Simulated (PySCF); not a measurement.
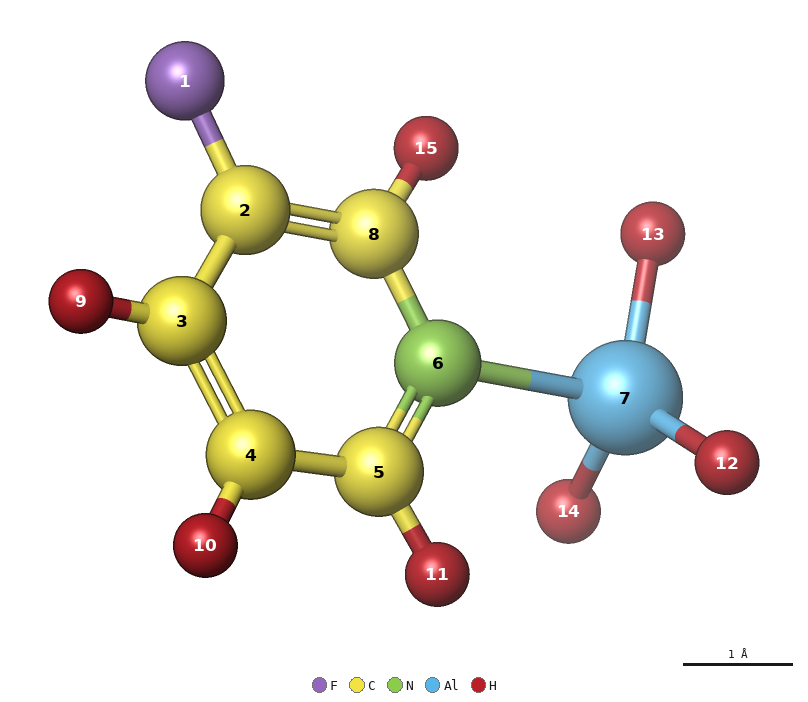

Orthographic view. Distant atoms are faded towards the background colour. The computed structure is the end point of a PBE0-D3(BJ)/def2-SVP optimisation. No frequency run is at hand to confirm it as a minimum.

List the bonded neighbours of every atom.

F1: C2
C2: F1, C3, C8
C3: C2, C4, H9
C4: C3, C5, H10
C5: C4, N6, H11
N6: C5, Al7, C8
Al7: N6, H12, H13, H14
C8: C2, N6, H15
(terminal hydrogens appear only as neighbours)
